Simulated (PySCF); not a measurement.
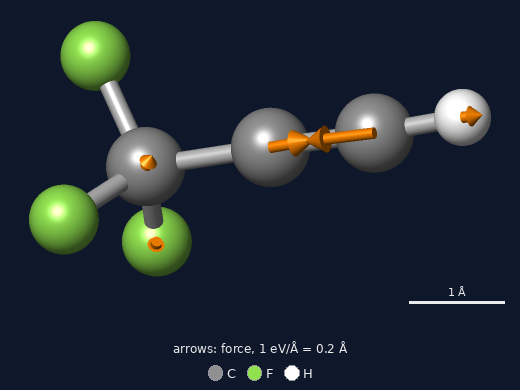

Starting geometry of C₃HF₃ with the computed forces as orange arrows. A ball-and-stick model, seen at a tilt.

The start comes from GFN2-xTB. Its atoms were then displaced at random by about 0.01 Å.

The calculation used PBE0-D3(BJ)/def2-TZVP geometry optimisation, gas phase in PySCF. 

Question: Is this structure relaxed? If not, where do the atoms go?

Answer: It isn't relaxed: the largest force vector, on a C atom, is 4.10 eV/Å. The final displacements follow the starting forces only in part (cosine between the two patterns 0.59). After 6 geometry steps the energy has fallen by 7.01 kJ/mol. A C atom moves most after the best rigid fit: 0.032 Å. By element the largest moves are C 0.032 Å, F 0.021 Å, H 0.011 Å. Near-neighbour distances that change, for instance: C–C 1.224 → 1.195 Å, C–H 1.038 → 1.066 Å, C–F 1.314 → 1.335 Å, C–C 1.473 → 1.461 Å. Bond angles that change, for instance: C–C–H 177.8° → 180.0°. Cost: 3.1 min on 2 threads of Intel(R) Xeon(R) Processor @ 2.50GHz, with other jobs on the host.
